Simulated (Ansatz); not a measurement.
**Molecular dynamics of BH₃Cl₂ (part 1 of 3)**

BH₃Cl₂, computed with RKS PBE-D4/def2-SVP (Ansatz 0.2.0).

It belongs to a series of runs on one base structure; here: dynamics from the highest image of the converged band. Figures and captions count atoms from 1; the log counts them from 0 in places.

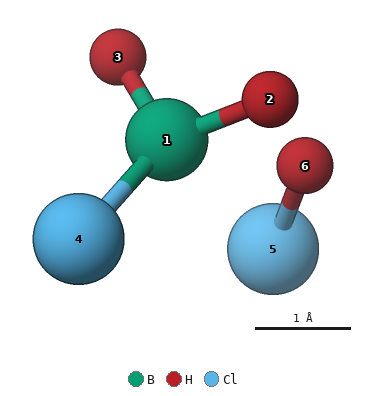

The starting structure (ball-and-stick view, seen at an oblique angle; atoms are numbered from 1 in the order of the input). Bond lengths as drawn: B–Cl 1.77 Å, B–H 1.21 to 1.29 Å and Cl–H 1.51 Å.

Key numbers:

| quantity | value |
| --- | --- |
| outcome | finished |
| mean temperature over the second half | 578 K |
| trajectory | 200 steps, 100 fs |
| ensemble | nve |
| temperature in the input | 300.0 K |
| time step | 0.5 fs |
| potential energy (last step) | −25750.7398 eV |
| mean-field energy (last step) | −25750.6640 eV |
| largest force (length of the vector) (last step) | 1.261 eV/Å |
| hardware | 1 thread of Arm Neoverse V2, 24 GiB of memory available, shared host |
| wall time | 3.6 min |
| peak memory | 0.11 GiB |

Notes:

So short a trajectory is not equilibrated.

Input:
```yaml
crystal:
  periodic: [false, false, false]
  atoms:
    - { symbol: B, position_ang: [-0.093049, -0.183879, 0.083972] }
    - { symbol: H, position_ang: [-0.106342, 0.235629, 1.307915] }
    - { symbol: H, position_ang: [0.990041, -0.01314, -0.419409] }
    - { symbol: Cl, position_ang: [-1.601528, 0.194522, -0.756483] }
    - { symbol: Cl, position_ang: [-0.045291, -2.241338, 0.730599] }
    - { symbol: H, position_ang: [-0.119032, -0.891595, 1.408106] }
basis:
  gaussian: { orbitals: def2-SVP }
hamiltonian:
  xc: pbe
  dispersion: d4
md:
  timestep: 0.5
  n_steps: 200
  ensemble: nve
  temperature: 300.0
  initial_velocities: maxwell_boltzmann
  seed: 6616
```

Launch command:
```bash
ansatz run input.yaml --threads 1 --pin off --max-ram 2048MiB --backend cpu --events-out ev --progress --plain --runs-dir out
```

Output:
```
Engine: ansatz 0.2.0, aarch64-unknown-linux-gnu
Functional definition: PBE
  parameter kappa = 0.804
  parameter beta = 0.06672455060314922
  exchange = pbe_x(kappa = kappa, mu = beta*pi^2/3)
  correlation = pbe_c(beta = beta)
718 factors; their error is unknown
mean field evaluation 1: about -25748.8205 eV, gradient 2.3e1 eV
mean field evaluation 2: about -25746.7005 eV, gradient 3.4e1 eV
mean field evaluation 4: about -25750.5588 eV, gradient 1.1e0 eV
mean field evaluation 8: about -25750.5637 eV, gradient 2.2e-2 eV
mean field evaluation 16: about -25750.5301 eV, gradient 5.9e-5 eV
mean field -25750.53005516 eV, -946.3145251910 hartree, gradient 5.9e-5 eV, S^2 0.000000; 0 other end points of the search recorded, 0 dependent functions left out
the calculation of the forces begins
reference -25750.53008051 eV, -946.3145261227 hartree; 21, 21 occupied and 44, 44 virtual orbitals, 718 factors
md step     0: t =     0.00 fs  T =   300.0 K  F+E_penalty+E_count = -25750.64228812 eV  E_kin = 0.155112 eV  conserved = -25750.48717612 eV  (25 SCF iters)
these checks for a lower state are left out or cut short: starts, cluster_reference, orbital_swaps, neighbouring_geometries, increment
718 factors; their error is unknown
mean field -25750.52571637 eV, -946.3143657435 hartree, gradient 9.7e-6 eV, S^2 0.000000; 0 other end points of the search recorded, 0 dependent functions left out
the calculation of the forces begins
reference -25750.52574173 eV, -946.3143666754 hartree; 21, 21 occupied and 44, 44 virtual orbitals, 718 factors
md step     1: t =     0.50 fs  T =   292.6 K  F+E_penalty+E_count = -25750.63844019 eV  E_kin = 0.151284 eV  conserved = -25750.48715623 eV  (29 SCF iters, 3 dispersion substeps)
[... from here on the SCF iterations and repeated set-up lines of each step are left out, up to the last step ...]
md step     2: t =     1.00 fs  T =   271.8 K  F+E_penalty+E_count = -25750.62754974 eV  E_kin = 0.140518 eV  conserved = -25750.48703188 eV  (28 SCF iters, 3 dispersion substeps)
md step     3: t =     1.50 fs  T =   241.5 K  F+E_penalty+E_count = -25750.61169455 eV  E_kin = 0.124871 eV  conserved = -25750.48682307 eV  (29 SCF iters, 3 dispersion substeps)
md step     4: t =     2.00 fs  T =   208.3 K  F+E_penalty+E_count = -25750.59427612 eV  E_kin = 0.107692 eV  conserved = -25750.48658406 eV  (29 SCF iters, 3 dispersion substeps)
md step     5: t =     2.50 fs  T =   179.3 K  F+E_penalty+E_count = -25750.57910103 eV  E_kin = 0.092712 eV  conserved = -25750.48638877 eV  (29 SCF iters, 3 dispersion substeps)
md step     6: t =     3.00 fs  T =   160.4 K  F+E_penalty+E_count = -25750.56924051 eV  E_kin = 0.082938 eV  conserved = -25750.48630215 eV  (29 SCF iters, 3 dispersion substeps)
md step     7: t =     3.50 fs  T =   154.2 K  F+E_penalty+E_count = -25750.56605529 eV  E_kin = 0.079707 eV  conserved = -25750.48634850 eV  (29 SCF iters, 3 dispersion substeps)
md step     8: t =     4.00 fs  T =   159.2 K  F+E_penalty+E_count = -25750.56883432 eV  E_kin = 0.082335 eV  conserved = -25750.48649922 eV  (29 SCF iters, 3 dispersion substeps)
md step     9: t =     4.50 fs  T =   171.2 K  F+E_penalty+E_count = -25750.57522585 eV  E_kin = 0.088537 eV  conserved = -25750.48668900 eV  (29 SCF iters, 3 dispersion substeps)
md step    10: t =     5.00 fs  T =   184.5 K  F+E_penalty+E_count = -25750.58222619 eV  E_kin = 0.095377 eV  conserved = -25750.48684895 eV  (29 SCF iters, 3 dispersion substeps)
md step    11: t =     5.50 fs  T =   194.0 K  F+E_penalty+E_count = -25750.58724164 eV  E_kin = 0.100307 eV  conserved = -25750.48693434 eV  (29 SCF iters, 3 dispersion substeps)
md step    12: t =     6.00 fs  T =   197.0 K  F+E_penalty+E_count = -25750.58880068 eV  E_kin = 0.101866 eV  conserved = -25750.48693498 eV  (28 SCF iters, 3 dispersion substeps)
md step    13: t =     6.50 fs  T =   193.2 K  F+E_penalty+E_count = -25750.58675067 eV  E_kin = 0.099883 eV  conserved = -25750.48686805 eV  (29 SCF iters, 3 dispersion substeps)
md step    14: t =     7.00 fs  T =   184.2 K  F+E_penalty+E_count = -25750.58202718 eV  E_kin = 0.095264 eV  conserved = -25750.48676354 eV  (29 SCF iters, 3 dispersion substeps)
md step    15: t =     7.50 fs  T =   173.2 K  F+E_penalty+E_count = -25750.57620323 eV  E_kin = 0.089551 eV  conserved = -25750.48665242 eV  (29 SCF iters, 3 dispersion substeps)
md step    16: t =     8.00 fs  T =   163.3 K  F+E_penalty+E_count = -25750.57100958 eV  E_kin = 0.084451 eV  conserved = -25750.48655903 eV  (29 SCF iters, 3 dispersion substeps)
md step    17: t =     8.50 fs  T =   157.5 K  F+E_penalty+E_count = -25750.56794724 eV  E_kin = 0.081449 eV  conserved = -25750.48649811 eV  (25 SCF iters, 3 dispersion substeps)
md step    18: t =     9.00 fs  T =   157.7 K  F+E_penalty+E_count = -25750.56803891 eV  E_kin = 0.081563 eV  conserved = -25750.48647587 eV  (29 SCF iters, 3 dispersion substeps)
md step    19: t =     9.50 fs  T =   164.8 K  F+E_penalty+E_count = -25750.57171401 eV  E_kin = 0.085222 eV  conserved = -25750.48649194 eV  (28 SCF iters, 3 dispersion substeps)
md step    20: t =    10.00 fs  T =   178.4 K  F+E_penalty+E_count = -25750.57880002 eV  E_kin = 0.092258 eV  conserved = -25750.48654169 eV  (28 SCF iters, 3 dispersion substeps)
md step    21: t =    10.50 fs  T =   197.2 K  F+E_penalty+E_count = -25750.58858747 eV  E_kin = 0.101970 eV  conserved = -25750.48661789 eV  (27 SCF iters, 3 dispersion substeps)
md step    22: t =    11.00 fs  T =   219.0 K  F+E_penalty+E_count = -25750.59994320 eV  E_kin = 0.113232 eV  conserved = -25750.48671109 eV  (27 SCF iters, 3 dispersion substeps)
md step    23: t =    11.50 fs  T =   241.1 K  F+E_penalty+E_count = -25750.61146319 eV  E_kin = 0.124654 eV  conserved = -25750.48680959 eV  (28 SCF iters, 3 dispersion substeps)
md step    24: t =    12.00 fs  T =   260.7 K  F+E_penalty+E_count = -25750.62166943 eV  E_kin = 0.134772 eV  conserved = -25750.48689792 eV  (28 SCF iters, 3 dispersion substeps)
md step    25: t =    12.50 fs  T =   275.2 K  F+E_penalty+E_count = -25750.62926710 eV  E_kin = 0.142311 eV  conserved = -25750.48695599 eV  (27 SCF iters, 3 dispersion substeps)
md step    26: t =    13.00 fs  T =   283.3 K  F+E_penalty+E_count = -25750.63346301 eV  E_kin = 0.146501 eV  conserved = -25750.48696190 eV  (28 SCF iters, 3 dispersion substeps)
md step    27: t =    13.50 fs  T =   285.1 K  F+E_penalty+E_count = -25750.63429679 eV  E_kin = 0.147397 eV  conserved = -25750.48690017 eV  (28 SCF iters, 3 dispersion substeps)
md step    28: t =    14.00 fs  T =   282.5 K  F+E_penalty+E_count = -25750.63285870 eV  E_kin = 0.146085 eV  conserved = -25750.48677351 eV  (27 SCF iters, 3 dispersion substeps)
md step    29: t =    14.50 fs  T =   279.7 K  F+E_penalty+E_count = -25750.63121540 eV  E_kin = 0.144603 eV  conserved = -25750.48661264 eV  (28 SCF iters, 3 dispersion substeps)
md step    30: t =    15.00 fs  T =   281.3 K  F+E_penalty+E_count = -25750.63190917 eV  E_kin = 0.145435 eV  conserved = -25750.48647419 eV  (29 SCF iters, 3 dispersion substeps)
md step    31: t =    15.50 fs  T =   291.4 K  F+E_penalty+E_count = -25750.63708615 eV  E_kin = 0.150668 eV  conserved = -25750.48641858 eV  (28 SCF iters, 3 dispersion substeps)
md step    32: t =    16.00 fs  T =   311.6 K  F+E_penalty+E_count = -25750.64758014 eV  E_kin = 0.161100 eV  conserved = -25750.48648012 eV  (28 SCF iters, 3 dispersion substeps)
md step    33: t =    16.50 fs  T =   339.9 K  F+E_penalty+E_count = -25750.66241023 eV  E_kin = 0.175766 eV  conserved = -25750.48664378 eV  (28 SCF iters, 3 dispersion substeps)
md step    34: t =    17.00 fs  T =   371.7 K  F+E_penalty+E_count = -25750.67901060 eV  E_kin = 0.192159 eV  conserved = -25750.48685153 eV  (28 SCF iters, 3 dispersion substeps)
md step    35: t =    17.50 fs  T =   400.5 K  F+E_penalty+E_count = -25750.69411362 eV  E_kin = 0.207084 eV  conserved = -25750.48702978 eV  (25 SCF iters, 3 dispersion substeps)
md step    36: t =    18.00 fs  T =   421.1 K  F+E_penalty+E_count = -25750.70486996 eV  E_kin = 0.217747 eV  conserved = -25750.48712292 eV  (27 SCF iters, 3 dispersion substeps)
md step    37: t =    18.50 fs  T =   430.5 K  F+E_penalty+E_count = -25750.70971569 eV  E_kin = 0.222605 eV  conserved = -25750.48711113 eV  (27 SCF iters, 3 dispersion substeps)
md step    38: t =    19.00 fs  T =   428.8 K  F+E_penalty+E_count = -25750.70870780 eV  E_kin = 0.221699 eV  conserved = -25750.48700857 eV  (27 SCF iters, 3 dispersion substeps)
md step    39: t =    19.50 fs  T =   418.7 K  F+E_penalty+E_count = -25750.70333664 eV  E_kin = 0.216487 eV  conserved = -25750.48685000 eV  (28 SCF iters, 3 dispersion substeps)
md step    40: t =    20.00 fs  T =   404.9 K  F+E_penalty+E_count = -25750.69600672 eV  E_kin = 0.209331 eV  conserved = -25750.48667562 eV  (28 SCF iters, 3 dispersion substeps)
md step    41: t =    20.50 fs  T =   392.4 K  F+E_penalty+E_count = -25750.68941327 eV  E_kin = 0.202892 eV  conserved = -25750.48652102 eV  (27 SCF iters, 3 dispersion substeps)
md step    42: t =    21.00 fs  T =   386.0 K  F+E_penalty+E_count = -25750.68597880 eV  E_kin = 0.199567 eV  conserved = -25750.48641209 eV  (27 SCF iters, 3 dispersion substeps)
md step    43: t =    21.50 fs  T =   388.9 K  F+E_penalty+E_count = -25750.68743341 eV  E_kin = 0.201070 eV  conserved = -25750.48636376 eV  (28 SCF iters, 3 dispersion substeps)
md step    44: t =    22.00 fs  T =   402.6 K  F+E_penalty+E_count = -25750.69456274 eV  E_kin = 0.208181 eV  conserved = -25750.48638165 eV  (27 SCF iters, 3 dispersion substeps)
md step    45: t =    22.50 fs  T =   426.8 K  F+E_penalty+E_count = -25750.70711389 eV  E_kin = 0.220652 eV  conserved = -25750.48646220 eV  (28 SCF iters, 3 dispersion substeps)
md step    46: t =    23.00 fs  T =   458.9 K  F+E_penalty+E_count = -25750.72384977 eV  E_kin = 0.237256 eV  conserved = -25750.48659380 eV  (28 SCF iters, 3 dispersion substeps)
md step    47: t =    23.50 fs  T =   495.1 K  F+E_penalty+E_count = -25750.74273876 eV  E_kin = 0.255982 eV  conserved = -25750.48675666 eV  (26 SCF iters, 3 dispersion substeps)
md step    48: t =    24.00 fs  T =   530.6 K  F+E_penalty+E_count = -25750.76127255 eV  E_kin = 0.274348 eV  conserved = -25750.48692409 eV  (26 SCF iters, 3 dispersion substeps)
md step    49: t =    24.50 fs  T =   560.5 K  F+E_penalty+E_count = -25750.77689133 eV  E_kin = 0.289826 eV  conserved = -25750.48706568 eV  (26 SCF iters, 3 dispersion substeps)
md step    50: t =    25.00 fs  T =   580.8 K  F+E_penalty+E_count = -25750.78747091 eV  E_kin = 0.300320 eV  conserved = -25750.48715094 eV  (27 SCF iters, 3 dispersion substeps)
md step    51: t =    25.50 fs  T =   589.2 K  F+E_penalty+E_count = -25750.79179916 eV  E_kin = 0.304643 eV  conserved = -25750.48715582 eV  (25 SCF iters, 3 dispersion substeps)
md step    52: t =    26.00 fs  T =   585.8 K  F+E_penalty+E_count = -25750.78993855 eV  E_kin = 0.302868 eV  conserved = -25750.48707049 eV  (25 SCF iters, 3 dispersion substeps)
md step    53: t =    26.50 fs  T =   573.4 K  F+E_penalty+E_count = -25750.78336129 eV  E_kin = 0.296456 eV  conserved = -25750.48690566 eV  (25 SCF iters, 3 dispersion substeps)
md step    54: t =    27.00 fs  T =   557.1 K  F+E_penalty+E_count = -25750.77475871 eV  E_kin = 0.288062 eV  conserved = -25750.48669626 eV  (25 SCF iters, 3 dispersion substeps)
md step    55: t =    27.50 fs  T =   543.4 K  F+E_penalty+E_count = -25750.76747489 eV  E_kin = 0.280976 eV  conserved = -25750.48649889 eV  (25 SCF iters, 3 dispersion substeps)
md step    56: t =    28.00 fs  T =   538.1 K  F+E_penalty+E_count = -25750.76461863 eV  E_kin = 0.278240 eV  conserved = -25750.48637820 eV  (24 SCF iters, 3 dispersion substeps)
md step    57: t =    28.50 fs  T =   544.8 K  F+E_penalty+E_count = -25750.76807157 eV  E_kin = 0.281689 eV  conserved = -25750.48638273 eV  (23 SCF iters, 3 dispersion substeps)
md step    58: t =    29.00 fs  T =   563.3 K  F+E_penalty+E_count = -25750.77776178 eV  E_kin = 0.291243 eV  conserved = -25750.48651920 eV  (24 SCF iters, 3 dispersion substeps)
md step    59: t =    29.50 fs  T =   589.6 K  F+E_penalty+E_count = -25750.79157470 eV  E_kin = 0.304831 eV  conserved = -25750.48674353 eV  (24 SCF iters, 3 dispersion substeps)
md step    60: t =    30.00 fs  T =   617.1 K  F+E_penalty+E_count = -25750.80602717 eV  E_kin = 0.319049 eV  conserved = -25750.48697783 eV  (25 SCF iters, 3 dispersion substeps)
md step    61: t =    30.50 fs  T =   638.8 K  F+E_penalty+E_count = -25750.81745013 eV  E_kin = 0.330305 eV  conserved = -25750.48714493 eV  (26 SCF iters, 3 dispersion substeps)
md step    62: t =    31.00 fs  T =   649.8 K  F+E_penalty+E_count = -25750.82317050 eV  E_kin = 0.335972 eV  conserved = -25750.48719899 eV  (24 SCF iters, 3 dispersion substeps)
md step    63: t =    31.50 fs  T =   648.1 K  F+E_penalty+E_count = -25750.82223391 eV  E_kin = 0.335097 eV  conserved = -25750.48713655 eV  (25 SCF iters, 3 dispersion substeps)
md step    64: t =    32.00 fs  T =   635.4 K  F+E_penalty+E_count = -25750.81548943 eV  E_kin = 0.328501 eV  conserved = -25750.48698796 eV  (24 SCF iters, 3 dispersion substeps)
md step    65: t =    32.50 fs  T =   615.7 K  F+E_penalty+E_count = -25750.80514890 eV  E_kin = 0.318350 eV  conserved = -25750.48679934 eV  (25 SCF iters, 3 dispersion substeps)
md step    66: t =    33.00 fs  T =   594.7 K  F+E_penalty+E_count = -25750.79408217 eV  E_kin = 0.307465 eV  conserved = -25750.48661710 eV  (24 SCF iters, 3 dispersion substeps)
md step    67: t =    33.50 fs  T =   577.6 K  F+E_penalty+E_count = -25750.78509712 eV  E_kin = 0.298621 eV  conserved = -25750.48647632 eV  (25 SCF iters, 3 dispersion substeps)
md step    68: t =    34.00 fs  T =   568.6 K  F+E_penalty+E_count = -25750.78037540 eV  E_kin = 0.293977 eV  conserved = -25750.48639815 eV  (24 SCF iters, 3 dispersion substeps)
md step    69: t =    34.50 fs  T =   570.1 K  F+E_penalty+E_count = -25750.78113173 eV  E_kin = 0.294744 eV  conserved = -25750.48638780 eV  (24 SCF iters, 3 dispersion substeps)
md step    70: t =    35.00 fs  T =   582.3 K  F+E_penalty+E_count = -25750.78751360 eV  E_kin = 0.301075 eV  conserved = -25750.48643842 eV  (24 SCF iters, 3 dispersion substeps)
md step    71: t =    35.50 fs  T =   603.8 K  F+E_penalty+E_count = -25750.79870598 eV  E_kin = 0.312173 eV  conserved = -25750.48653325 eV  (25 SCF iters, 3 dispersion substeps)
md step    72: t =    36.00 fs  T =   631.6 K  F+E_penalty+E_count = -25750.81319300 eV  E_kin = 0.326542 eV  conserved = -25750.48665078 eV  (24 SCF iters, 3 dispersion substeps)
md step    73: t =    36.50 fs  T =   662.1 K  F+E_penalty+E_count = -25750.82910150 eV  E_kin = 0.342332 eV  conserved = -25750.48676921 eV  (24 SCF iters, 3 dispersion substeps)
md step    74: t =    37.00 fs  T =   691.8 K  F+E_penalty+E_count = -25750.84454579 eV  E_kin = 0.357673 eV  conserved = -25750.48687229 eV  (24 SCF iters, 3 dispersion substeps)
md step    75: t =    37.50 fs  T =   717.4 K  F+E_penalty+E_count = -25750.85789365 eV  E_kin = 0.370942 eV  conserved = -25750.48695124 eV  (25 SCF iters, 3 dispersion substeps)
md step    76: t =    38.00 fs  T =   736.7 K  F+E_penalty+E_count = -25750.86791997 eV  E_kin = 0.380917 eV  conserved = -25750.48700263 eV  (24 SCF iters, 3 dispersion substeps)
md step    77: t =    38.50 fs  T =   748.2 K  F+E_penalty+E_count = -25750.87388151 eV  E_kin = 0.386860 eV  conserved = -25750.48702179 eV  (24 SCF iters, 3 dispersion substeps)
md step    78: t =    39.00 fs  T =   751.6 K  F+E_penalty+E_count = -25750.87560246 eV  E_kin = 0.388605 eV  conserved = -25750.48699786 eV  (23 SCF iters, 3 dispersion substeps)
md step    79: t =    39.50 fs  T =   747.9 K  F+E_penalty+E_count = -25750.87363087 eV  E_kin = 0.386712 eV  conserved = -25750.48691846 eV  (23 SCF iters, 3 dispersion substeps)
md step    80: t =    40.00 fs  T =   740.0 K  F+E_penalty+E_count = -25750.86939095 eV  E_kin = 0.382606 eV  conserved = -25750.48678496 eV  (23 SCF iters, 3 dispersion substeps)
md step    81: t =    40.50 fs  T =   732.0 K  F+E_penalty+E_count = -25750.86511300 eV  E_kin = 0.378486 eV  conserved = -25750.48662750 eV  (23 SCF iters, 3 dispersion substeps)
md step    82: t =    41.00 fs  T =   728.8 K  F+E_penalty+E_count = -25750.86333890 eV  E_kin = 0.376836 eV  conserved = -25750.48650302 eV  (23 SCF iters, 3 dispersion substeps)
md step    83: t =    41.50 fs  T =   734.1 K  F+E_penalty+E_count = -25750.86605123 eV  E_kin = 0.379582 eV  conserved = -25750.48646931 eV  (23 SCF iters, 3 dispersion substeps)
md step    84: t =    42.00 fs  T =   749.0 K  F+E_penalty+E_count = -25750.87380977 eV  E_kin = 0.387259 eV  conserved = -25750.48655073 eV  (24 SCF iters, 3 dispersion substeps)
md step    85: t =    42.50 fs  T =   771.1 K  F+E_penalty+E_count = -25750.88539452 eV  E_kin = 0.398674 eV  conserved = -25750.48672070 eV  (24 SCF iters, 3 dispersion substeps)
md step    86: t =    43.00 fs  T =   795.5 K  F+E_penalty+E_count = -25750.89820375 eV  E_kin = 0.411288 eV  conserved = -25750.48691570 eV  (24 SCF iters, 3 dispersion substeps)
md step    87: t =    43.50 fs  T =   816.4 K  F+E_penalty+E_count = -25750.90920558 eV  E_kin = 0.422137 eV  conserved = -25750.48706890 eV  (24 SCF iters, 3 dispersion substeps)
md step    88: t =    44.00 fs  T =   829.4 K  F+E_penalty+E_count = -25750.91595365 eV  E_kin = 0.428814 eV  conserved = -25750.48713944 eV  (23 SCF iters, 3 dispersion substeps)
md step    89: t =    44.50 fs  T =   831.9 K  F+E_penalty+E_count = -25750.91722900 eV  E_kin = 0.430106 eV  conserved = -25750.48712270 eV  (24 SCF iters, 3 dispersion substeps)
md step    90: t =    45.00 fs  T =   824.1 K  F+E_penalty+E_count = -25750.91314663 eV  E_kin = 0.426106 eV  conserved = -25750.48704097 eV  (24 SCF iters, 3 dispersion substeps)
md step    91: t =    45.50 fs  T =   808.3 K  F+E_penalty+E_count = -25750.90484182 eV  E_kin = 0.417914 eV  conserved = -25750.48692757 eV  (24 SCF iters, 3 dispersion substeps)
md step    92: t =    46.00 fs  T =   787.5 K  F+E_penalty+E_count = -25750.89397252 eV  E_kin = 0.407160 eV  conserved = -25750.48681245 eV  (24 SCF iters, 3 dispersion substeps)
md step    93: t =    46.50 fs  T =   765.0 K  F+E_penalty+E_count = -25750.88225710 eV  E_kin = 0.395543 eV  conserved = -25750.48671453 eV  (24 SCF iters, 3 dispersion substeps)
md step    94: t =    47.00 fs  T =   743.7 K  F+E_penalty+E_count = -25750.87117458 eV  E_kin = 0.384535 eV  conserved = -25750.48663965 eV  (24 SCF iters, 3 dispersion substeps)
md step    95: t =    47.50 fs  T =   725.8 K  F+E_penalty+E_count = -25750.86185865 eV  E_kin = 0.375274 eV  conserved = -25750.48658451 eV  (24 SCF iters, 3 dispersion substeps)
md step    96: t =    48.00 fs  T =   712.9 K  F+E_penalty+E_count = -25750.85513383 eV  E_kin = 0.368590 eV  conserved = -25750.48654408 eV  (24 SCF iters, 3 dispersion substeps)
md step    97: t =    48.50 fs  T =   706.1 K  F+E_penalty+E_count = -25750.85158645 eV  E_kin = 0.365068 eV  conserved = -25750.48651825 eV  (25 SCF iters, 3 dispersion substeps)
md step    98: t =    49.00 fs  T =   706.0 K  F+E_penalty+E_count = -25750.85155664 eV  E_kin = 0.365039 eV  conserved = -25750.48651734 eV  (24 SCF iters, 3 dispersion substeps)
md step    99: t =    49.50 fs  T =   712.6 K  F+E_penalty+E_count = -25750.85497930 eV  E_kin = 0.368419 eV  conserved = -25750.48656009 eV  (24 SCF iters, 3 dispersion substeps)
```
